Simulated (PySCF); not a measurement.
# NEVPT2(6,7)/LANL2DZ (core potential) run of InH3 (SMILES [H][In]([H])[H])

What is the vertical ionisation energy of InH3 at NEVPT2(6,7)/LANL2DZ (core potential)? Input form: a Python script.

The calculation is run with PySCF 2.14.0.

6 further runs of the same task are left out: 6 set aside as unsound or not needed.

**1. The structure to begin with**

InH3: 4 atoms, total charge 0, spin state singlet. SMILES: `[H][In]([H])[H]`. Geometry: a GFN2-xTB relaxation, a rough one for these elements and not checked as a minimum.

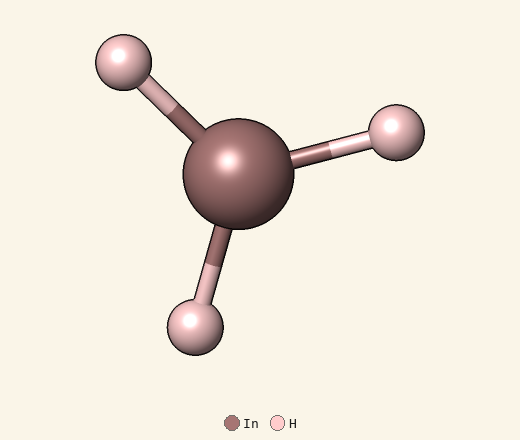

The structure, seen from a chosen angle (indium brown, hydrogen pink).

**2. The energy at NEVPT2(6,7)/LANL2DZ (core potential)**

job.py

```python
import numpy
from pyscf import gto, scf, mp, mcscf, mrpt

molecule = gto.M(
    atom='In 0.000640 -0.000740 -0.000540; H 1.718930 -0.027790 0.013510; H -0.834510 1.501400 -0.017780; H -0.885060 -1.472880 0.004810',
    max_memory=1860,
    basis='lanl2dz',
    verbose=3,
    ecp={'In': 'lanl2dz'},
)

hf = scf.RHF(molecule)
hf.conv_tol = 1e-10
hf.kernel()
if not hf.converged:
    hf = hf.newton().run(hf.mo_coeff, hf.mo_occ)

pt = mp.MP2(scf.addons.convert_to_uhf(hf)).run()
noons, natorbs = mcscf.addons.make_natural_orbitals(pt)
print('natural occupations', numpy.round(noons[:40], 4))
cas = mcscf.CASSCF(hf, 7, 6)
cas.fix_spin_(ss=0.0)
cas.natorb = True
cas.kernel(natorbs)
e_pt2 = mrpt.NEVPT(cas).kernel()
etot = cas.e_tot + e_pt2
print('E = %.10f Eh' % etot)
```

The run is started by

```sh
$ OMP_NUM_THREADS=1 python job.py
```

The program printed:

```text
converged SCF energy = -3.47747306346487
E(UMP2) = -3.51671916579665  E_corr = -0.0392461023317806
E(SCS-UMP2) = -3.52368774847795  E_corr = -0.0462146850130766
natural occupations [1.9887e+00 1.9833e+00 1.9833e+00 1.7500e-02 9.4000e-03 9.3000e-03
 2.8000e-03 1.8000e-03 1.8000e-03 9.0000e-04 6.0000e-04 6.0000e-04
 0.0000e+00 0.0000e+00]
CASSCF energy = -3.52730497191647
CASCI E = -3.52730497191647  E(CI) = -6.83209562155813  S^2 = 0.0000000
Sr    (-1)',   E = -0.00224138077993
Si    (+1)',   E = -0.00000000000000
Sijrs (0)  ,   E = 0.00000000000000
Sijr  (+1) ,   E = -0.00000000000000
Srsi  (-1) ,   E = -0.00000000000000
Srs   (-2) ,   E = -0.00277175591031
Sij   (+2) ,   E = 0.00000000000000
Sir   (0)' ,   E = -0.00000000000000
Nevpt2 Energy = -0.005013136690237
E = -3.5323181086 Eh
```

Run time: 1.5 s. Hardware: 1 thread of Arm Neoverse V1, shared host; peak memory 0.12 GiB.

**3. The doublet cation, same level**

calc.py

```python
import numpy
from pyscf import gto, scf, mp, mcscf, mrpt

molecule = gto.M(
    atom='In 0.000640 -0.000740 -0.000540; H 1.718930 -0.027790 0.013510; H -0.834510 1.501400 -0.017780; H -0.885060 -1.472880 0.004810',
    max_memory=1860,
    spin=1,
    verbose=3,
    ecp={'In': 'lanl2dz'},
    charge=1,
    basis='lanl2dz',
)

mf = scf.ROHF(molecule)
mf.conv_tol = 1e-10
mf.kernel()
if not mf.converged:
    mf = mf.newton().run(mf.mo_coeff, mf.mo_occ)

pt = mp.MP2(scf.addons.convert_to_uhf(mf)).run()
noons, natorbs = mcscf.addons.make_natural_orbitals(pt)
print('natural occupations', numpy.round(noons[:40], 4))
cas = mcscf.CASSCF(mf, 7, 5)
cas.fix_spin_(ss=0.75)
cas.natorb = True
cas.kernel(natorbs)
e_pt2 = mrpt.NEVPT(cas).kernel()
e_tot = cas.e_tot + e_pt2
print('E(%s) = %.9f' % ('NEVPT2', e_tot))
```

The run is started by

```sh
$ OMP_NUM_THREADS=1 python calc.py
```

The program printed:

```text
converged SCF energy = -3.09715804641567
E(UMP2) = -3.12927982693819  E_corr = -0.0321217805225204
E(SCS-UMP2) = -3.13516225681364  E_corr = -0.0380042103979716
natural occupations [1.9840e+00 1.9781e+00 1.0018e+00 1.7100e-02 1.0300e-02 3.1000e-03
 2.7000e-03 1.1000e-03 7.0000e-04 4.0000e-04 4.0000e-04 1.0000e-04
 0.0000e+00 0.0000e+00]
CASSCF energy = -3.15090807786451
CASCI E = -3.15090807786451  E(CI) = -6.45569872750617  S^2 = 0.7500000
Sr    (-1)',   E = -0.00196830509577
Si    (+1)',   E = -0.00000000000000
Sijrs (0)  ,   E = 0.00000000000000
Sijr  (+1) ,   E = -0.00000000000000
Srsi  (-1) ,   E = -0.00000000000000
Srs   (-2) ,   E = -0.00140777251758
Sij   (+2) ,   E = 0.00000000000000
Sir   (0)' ,   E = -0.00000000000000
Nevpt2 Energy = -0.003376077613354
E(NEVPT2) = -3.154284155
```

Wall time 1.4 s (1 thread of Arm Neoverse V1, shared host); peak memory 0.12 GiB.

**4. Results**

Level: NEVPT2(6,7)/LANL2DZ (core potential).

| quantity | value |
| --- | --- |
| singlet InH3: total energy | -3.53232 Eh |
| singlet InH3: dipole moment (Hartree–Fock density) | 0.01 D |
| singlet InH3: HOMO energy (Hartree–Fock orbitals) | -11.13 eV |
| singlet InH3: LUMO energy (Hartree–Fock orbitals) | 0.53 eV |
| singlet InH3: HOMO–LUMO gap (Hartree–Fock orbitals) | 11.66 eV |
| doublet cation: total energy | -3.15428 Eh |
| vertical ionisation energy (to the doublet cation) | 10.287 eV |

What this shows: Removing an electron at fixed nuclei costs 10.29 eV (993 kJ/mol). Mulliken charges (doublet cation) of the mean-field density run from -0.02 on H2 to +0.88 on In1; they depend strongly on the basis.
